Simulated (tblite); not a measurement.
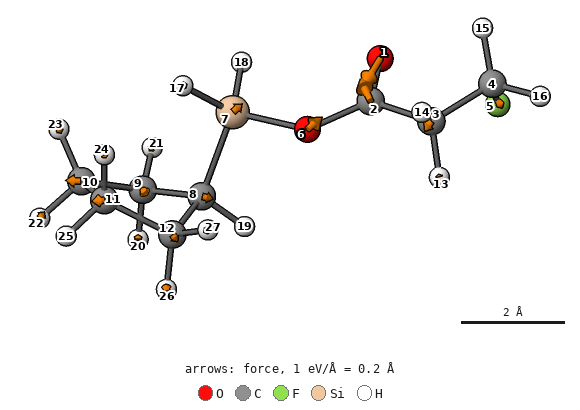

Starting geometry of C8H15FO2Si with the computed forces as orange arrows. Style: ball-and-stick. Shown from a free direction.

Method: GFN2-xTB geometry optimisation, gas phase in tblite 0.8.0. 

What follows when this structure is relaxed?

It isn't relaxed: the largest force vector, on O1, is 4.48 eV/Å. The final displacements have little in common with the starting forces (cosine between the two patterns 0.29). The atom that moves furthest after the best rigid fit is O1 (1.32 Å). By element the largest moves are O 1.32 Å, H 0.58 Å, C 0.38 Å, Si 0.35 Å, F 0.07 Å. Among the contacts that change: C2–O6 1.388 → 1.316 Å, O1–C2 1.260 → 1.201 Å, O6–Si7 1.718 → 1.673 Å, C11–C12 1.498 → 1.534 Å. Bond angles that change, for instance: Si7–C8–C12 106.7° → 113.1°, C8–Si7–H17 108.9° → 115.1°, C4–C3–H14 114.8° → 108.7°. Groups turn about O6–Si7 by about 55°, C2–C3 by about 50°. The energy falls by 22.7 kcal/mol in 116 geometry steps. The run took 1.6 s on 2 threads of Intel(R) Xeon(R) Platinum 8488C (shared host).
